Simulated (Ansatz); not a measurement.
System: OsSe, space group Fm-3m (No. 225) (cell built by us, not taken from a database).

Structure:
```yaml
crystal:
  lattice:
    - [0.00000, 2.57380, 2.57380]
    - [2.57380, 0.00000, 2.57380]
    - [2.57380, 2.57380, 0.00000]
  atoms:
    - { symbol: Os, position: [0.50000, 0.50000, 0.50000] }
    - { symbol: Se, position: [0.00000, 0.00000, 0.00000] }
```

Calculation (Ansatz 0.2.0): plane-wave density functional theory, PAW datasets, Gaussian smearing 0.05 eV: magnetic starts at the geometry given; energies counted from the first row's state on a like mesh; signs (u up, d down) over the magnetic atoms in order. Level: r2SCAN, collinear spin.

PAW set soft_2; wave cutoff 500 eV; k mesh of first row 12×12×12.

Key: 1 = as typed (signs d); 2 = no spin polarisation; 3 = small parallel starting moments (signs u).

Describe the result: the energy relative to the first start of each magnetic start.

Among these starts the lowest are no. 1 and no. 3, which are equal within what the calculation resolves; no. 2 is 10.13 meV/atom higher.

```json
{"magnetic start": "no. 1", "energy relative to the first start (meV/atom)": "0.00", "largest moment (μB)": "0.623", "pressure (GPa)": "0.00"}
{"magnetic start": "no. 2", "energy relative to the first start (meV/atom)": "10.13", "largest moment (μB)": "0.000", "pressure (GPa)": "-1.06"}
{"magnetic start": "no. 3", "energy relative to the first start (meV/atom)": "0.00", "largest moment (μB)": "0.622", "pressure (GPa)": "0.00"}
```

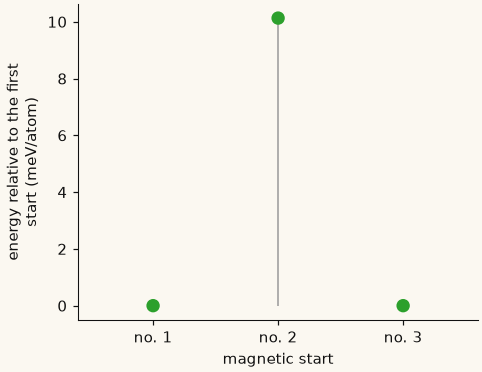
